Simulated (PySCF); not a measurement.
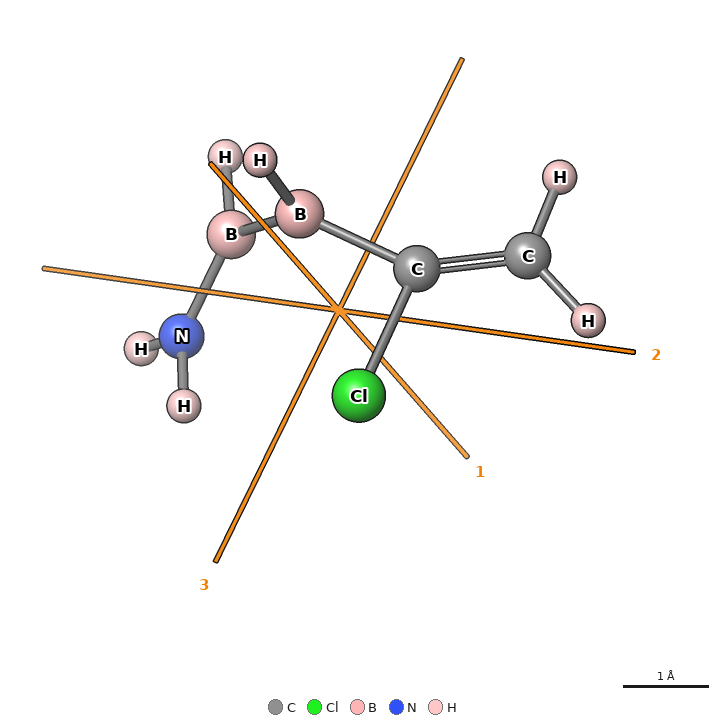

The three principal axes of inertia are drawn and numbered. Atoms fade into the background with distance from the viewer. The computed structure is the end point of a PBE0-D3(BJ)/def2-SVP optimisation. No frequency run is at hand to confirm it as a minimum. Masses are those of the most abundant isotopes; constants are for the rigid equilibrium geometry.

Which line is the a axis (least moment of inertia), which b and which c?

Answer. a is line 2, b is line 3, c is line 1; the moments are 123, 264, 339 u Å².

Classify the rotor and give the rotational constants (MHz).

Answer. An asymmetric top (C1): A = 4123, B = 1915, C = 1493 MHz. Ray's parameter κ is −0.68, nearer the prolate limit.
